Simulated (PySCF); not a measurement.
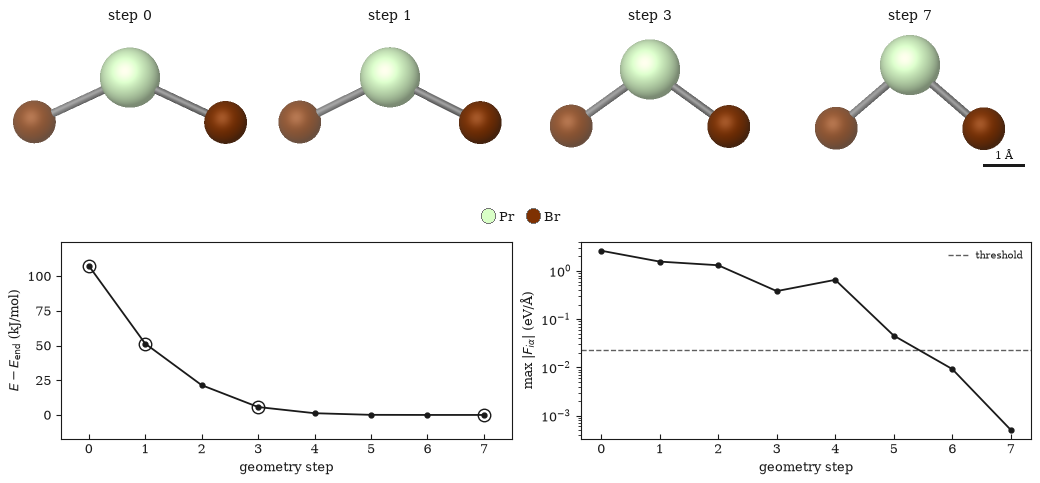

Frames of a relaxation of PrBr₂ (charge +2), marked on the history of the run. The picture is a ball-and-stick view, seen at a tilt.

The calculation used RKS PBE0, Pr lcecp-2-SVP with ECP47, Br def2-SVP; non-relativistic Hamiltonian with scalar-relativistic core potentials; density fitting (PySCF). (symmetry kept (C2v))

Question: What happens along the run?

Answer: The energy falls by 107.6 kJ/mol in 7 geometry steps. Largest force component: 2.6 eV/Å at the start, 0.00051 eV/Å at the end. The largest moves after the best rigid fit, 0.59 Å, are those of Br atoms. By element the largest moves are Br 0.59 Å, Pr 0.31 Å. Some distances before and after: Br–Pr 2.711 → 2.476 Å. Among the angles between lasting bonds that change: Br–Pr–Br 131.8° → 100.9°. From step 0 to 1: Br atoms move most (0.14 Å), energy −56.1 kJ/mol. From step 1 to 3: Br atoms move most (0.31 Å), energy −45.7 kJ/mol. From step 3 to 7: Br atoms move most (0.14 Å), energy −5.70 kJ/mol.
